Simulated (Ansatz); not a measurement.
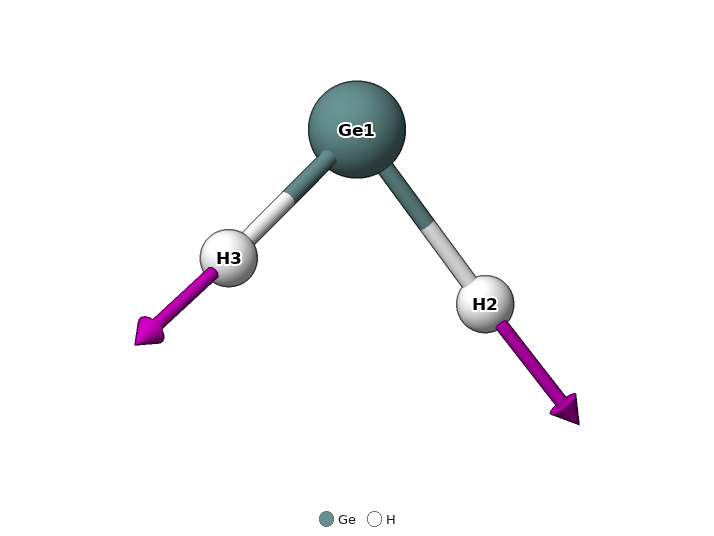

The arrows show one normal mode. Harmonic vibrations computed with RKS PBE0-D4/def2-TZVP (Ansatz 0.2.0) at a stationary point of the same level.

What kind of motion is it?

Answer. Mostly in-phase stretching of 2 Ge–H bonds.

At what wavenumber does it lie?

Answer. 1928 cm⁻¹; it is mode 2 of 3 counted from the lowest.
